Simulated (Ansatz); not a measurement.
# BF₂H₄NSi: basis-set convergence

How large a basis does BF₂H₄NSi need? Two functionals are run in growing sets.

Method: one geometry, several basis sets; program: Ansatz 0.2.0, Gaussian basis.

The runs, in order: PBE0-D4/def2-SVP; ωB97M-V/def2-SVP; PBE0-D4/def2-QZVPP; ωB97M-V/def2-QZVPP; the functionals' def2-TZVPP values are taken from earlier runs.

### 1 The relaxed structure

An earlier PBE0-D4 in a triple-zeta def2 set relaxation fixed the geometry.

9 atoms, charge 0, spin multiplicity 1.

Atoms are counted from 1 here; the program's logs count them from 0.

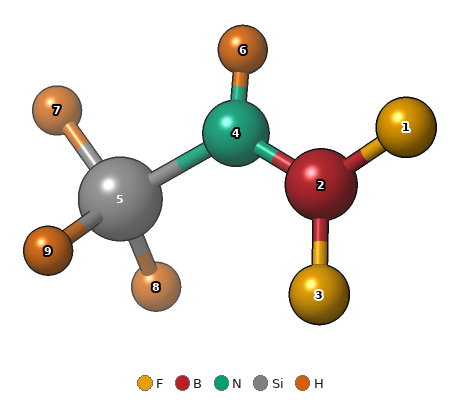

The geometry (fluorine amber, boron red, nitrogen teal, silicon grey, hydrogen orange); atoms are numbered from 1 in the order of the file.

### 2 PBE0-D4 in def2-SVP

The input, in.yaml:

```yaml
crystal:
  periodic: [false, false, false]
  atoms:
    - {symbol: F, position_ang: [2.665002, -0.718089, 0.142930]}
    - {symbol: B, position_ang: [1.339313, -0.778213, 0.102778]}
    - {symbol: F, position_ang: [0.778106, -1.981870, 0.176433]}
    - {symbol: N, position_ang: [0.543318, 0.370115, -0.012653]}
    - {symbol: Si, position_ang: [-1.200119, 0.425625, -0.075891]}
    - {symbol: H, position_ang: [1.037082, 1.247948, -0.061247]}
    - {symbol: H, position_ang: [-1.565226, 1.853297, -0.249459]}
    - {symbol: H, position_ang: [-1.711949, -0.369630, -1.218423]}
    - {symbol: H, position_ang: [-1.797029, -0.095482, 1.178433]}
basis:
  gaussian: {orbitals: def2-SVP}
hamiltonian: {xc: pbe0, dispersion: d4}
output: {orbitals: {seedname: orbitals}}
```

Started as:

```
ansatz run in.yaml --threads 2 --pin off --events-out ev --progress --plain --max-ram 4352MiB
```

After this run come: ωB97M-V in def2-SVP; PBE0-D4 in def2-QZVPP; ωB97M-V in def2-QZVPP.

**Question.** What will the summary of the whole plan be? Wanted: PBE0-D4: double and triple zeta above quadruple; ωB97M-V: double and triple zeta above quadruple.

**Answer**, as computed:

| quantity | value |
| --- | --- |
| PBE0-D4: double and triple zeta above quadruple | 12.69, 0.69 eV |
| ωB97M-V: double and triple zeta above quadruple | 12.85, 0.64 eV |

PBE0-D4 gains 12.00 eV from double to triple zeta, then 0.69 eV more. These are total energies; as a rule much of such shifts cancels in differences, which this series doesn't test. The LUMO of ωB97M-V is positive and keeps falling with the basis (2.47 to 1.20 eV): an unbound level that the basis holds in place.
